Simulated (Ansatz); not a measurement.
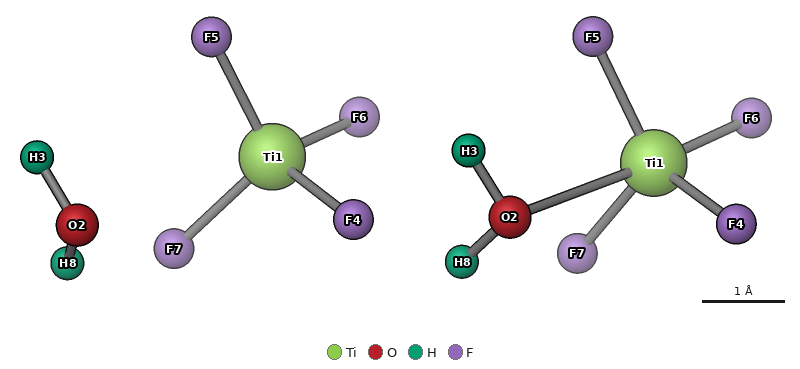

Two geometries of TiH₂OF₄, drawn at one scale. One is the start of a relaxation, the other its converged end. The picture is a ball-and-stick view, seen at a tilt.

Level of theory: Ansatz 0.2.0, RKS revPBE-D4/def2-SVP. Set-up: no spin polarisation; force threshold 0.03 eV/Å; at most 50 steps.

Which of the two is the end point?

The right one is the relaxed one. The run prepares an end point of a later path (reaction) calculation, from a guessed geometry. After 7 geometry steps the energy has fallen by 6.78 kcal/mol. Largest force component: 0.86 eV/Å at the start, 0.0044 eV/Å at the end. O2 moves most after the best rigid fit: 0.49 Å. Largest moves by element: O 0.49 Å, H 0.40 Å, Ti 0.26 Å, F 0.25 Å. Some distances before and after: Ti1–O2 3.106 → 2.371 Å, Ti1–H3 3.323 → 2.788 Å, Ti1–H8 2.981 → 2.791 Å, Ti1–F7 1.804 → 1.777 Å. New bonds form, among them: Ti1–O2 (3.11 → 2.37 Å). Among the angles between lasting bonds that change: F5–Ti1–F6 106.1° → 100.1°, F5–Ti1–F7 112.2° → 117.7°, F4–Ti1–F6 106.6° → 101.5°. Cost: 11 s on 4 threads of Arm Neoverse V2, with other jobs on the host, peak memory 0.17 GiB.
